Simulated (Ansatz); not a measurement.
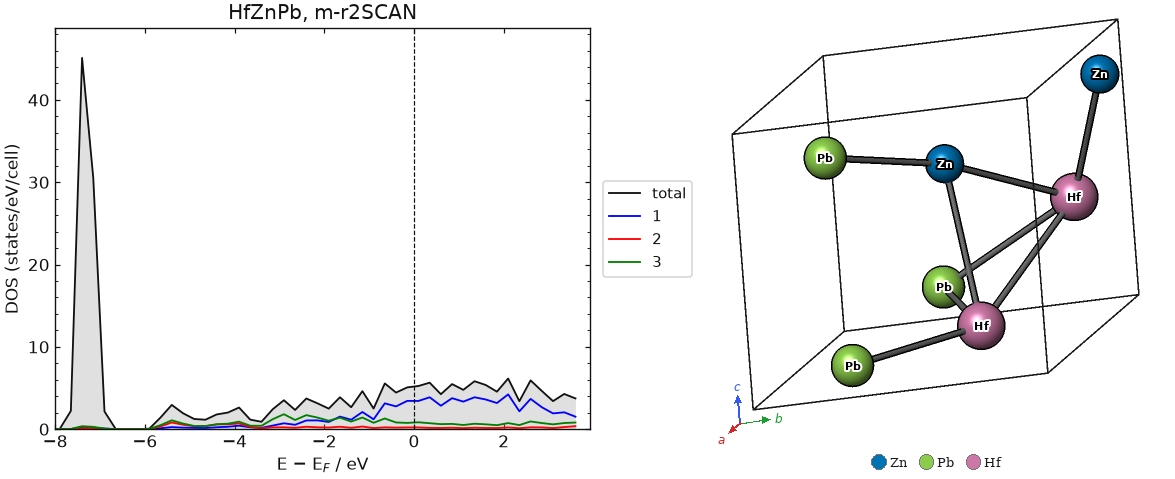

Density of states, beside the structure. Energies are counted from the Fermi level. The partial curves are projected on Löwdin-orthogonalised atomic shells.

Structure: HfZnPb (amorphous cell), 6 atoms in the cell.

Method: DFT with m-r2SCAN, PAW plane waves, no spin polarisation, 4×4×4 k mesh (Ansatz).

> Assign each number in the legend. The candidates: Hf 5d, Pb 6p, Zn 4s.

1 is Hf 5d; 2 is Zn 4s; 3 is Pb 6p.

> What is the density of states at the Fermi level?

It is a metal. The density of states at the Fermi level is about 5.2 per eV and cell (mean within 0.25 eV), or 0.86 per atom.

The atoms aren't at rest in this cell (largest force 1.7 eV/Å), so the relaxed material can differ. Spin-orbit coupling is left out, which matters for Pb and Hf.
